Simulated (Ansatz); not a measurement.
## Electronic structure of H$_{4}$HfO$_{4}$···HBr in real space

Input file:

```
crystal:
  periodic: [false, false, false]
  atoms:
    - { symbol: Hf, position_ang: [-0.205083, -0.263633, 0.12049] }
    - { symbol: O, position_ang: [-0.136315, -0.090087, 2.155927] }
    - { symbol: H, position_ang: [-0.886802, -0.008966, 2.771379] }
    - { symbol: O, position_ang: [1.606346, -0.46529, -0.544296] }
    - { symbol: H, position_ang: [2.444423, -0.471669, -1.024818] }
    - { symbol: O, position_ang: [-1.207784, 1.209941, -0.635087] }
    - { symbol: H, position_ang: [-1.690368, 1.900225, -1.106148] }
    - { symbol: O, position_ang: [-1.209782, -1.867755, -0.279122] }
    - { symbol: H, position_ang: [-1.490902, -2.776164, -0.445575] }
    - { symbol: Br, position_ang: [1.892926, 2.756398, 1.430093] }
    - { symbol: H, position_ang: [1.205543, 1.6514, 2.200257] }
basis:
  gaussian: { orbitals: def2-SVP }
hamiltonian:
  xc: pbe
relax:
  f_tol: 0.03
  max_steps: 50
output:
  orbitals: {}
```

Command:

```sh
ansatz run input.yaml --threads 4 --pin off --max-ram 5120MiB --backend cpu --events-out ev --progress --plain --runs-dir out
```

The fields are those of the run's last geometry, not of the input's.

Core potentials replace the inner electrons of Hf.

Level of theory: Ansatz, RKS PBE/def2-SVP.

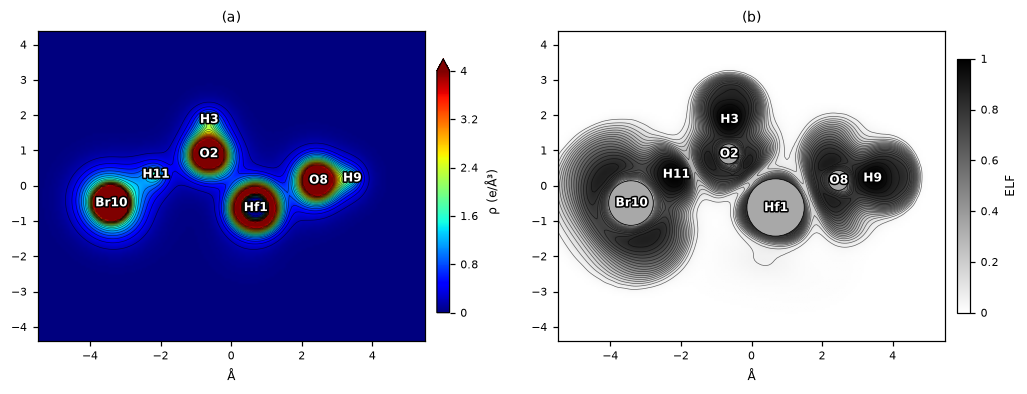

Figure 1. (a) electron density; (b) ELF on the plane of atoms Hf1, O2 and H3. Grey discs cover the atomic cores in the ELF map.

Question: Describe what can be read from this map.

Answer: The section cuts through Hf, O, H and Br sites.
O2···H11 (1.61 Å): the density falls to about 0.41 e/Å³ on the way; the ELF dips to about 0.30 between them.
Hf–O (1.94 Å): the density is about 0.83 e/Å³ at the midpoint; the ELF peaks at about 0.80 in the valence shell of O, 0.5 Å from its nucleus, and drops to about 0.20 between the two atoms.
O–H (0.97 Å): ρ is about 3.6 e/Å³ halfway; the ELF climbs to about 1 towards the hydrogen, as it does in any bond to H: a covalent bond by its length.
Hf–O (2.01 Å): ρ at the midpoint is about 0.72 e/Å³; the ELF peaks at about 0.85 in the valence shell of O, 0.6 Å from its nucleus, and drops to about 0.20 between the two atoms.
Br–H (1.50 Å): the density is about 1.5 e/Å³ at the midpoint; the ELF climbs to about 1 towards the hydrogen.
The ELF also peaks beside Br10, away from the bonds: lone-pair regions.

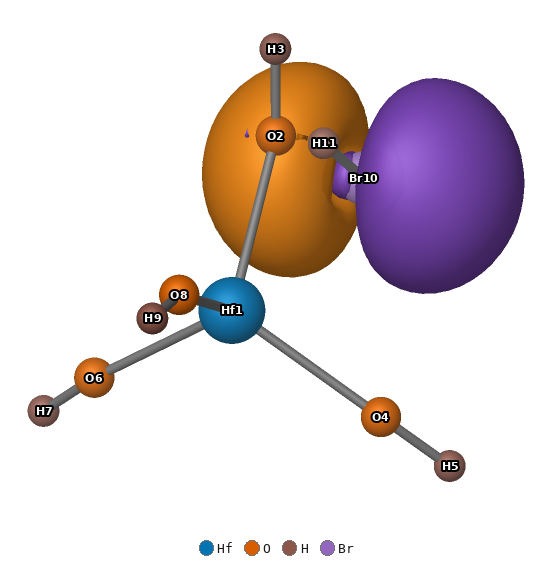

Figure 2. One frontier orbital at ±0.15 Å⁻³ᐟ² (orange and purple are the two phases), seen at an oblique angle.

Question: Which orbital is it: HOMO or LUMO?

Answer: The HOMO, at −6.04 eV. Its weight (Hirshfeld) is mainly on Br10 (about 95 %); largely a lone pair of Br10.

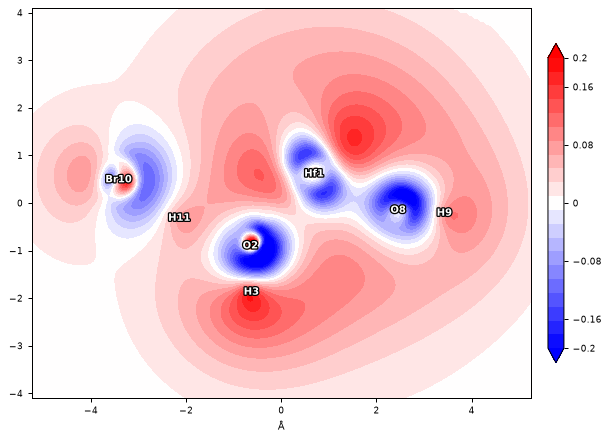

Figure 3. One frontier orbital on the plane of atoms O2, Hf1 and O8 (values in Å⁻³ᐟ²; the overall sign is arbitrary).

Question: Which orbital is it: HOMO or LUMO?

Answer: The LUMO, at −0.88 eV. By Hirshfeld shares it lies mainly on Hf1 (about 50 %), H3 (about 10 %), O2 (about 5 %), O8 (about 5 %) and H9 (about 5 %).
